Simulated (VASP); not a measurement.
Band structure of MgO (space group Fm-3m). Level of theory: PBE GGA, VASP's PBE PAW potentials (set 64) (plane waves; VASP).

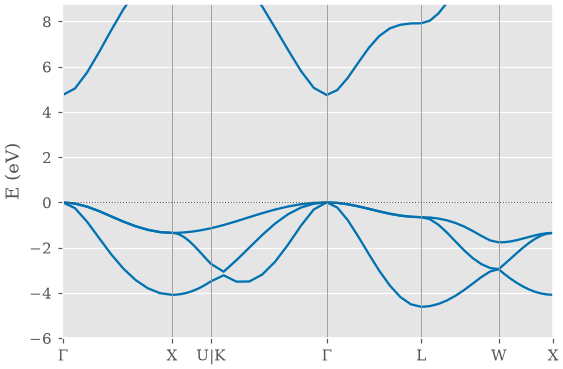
Fig. 1. Bands along high-symmetry lines, zero at the valence-band maximum or, without a gap, the Fermi level

Read the plot: is there a gap, and where are the band edges?

The gap is direct, 4.75 eV, from the valence maximum at Γ to the conduction minimum at Γ.

The structure is a typed MgO crystal (Fm-3m). The cell was not relaxed at this level.
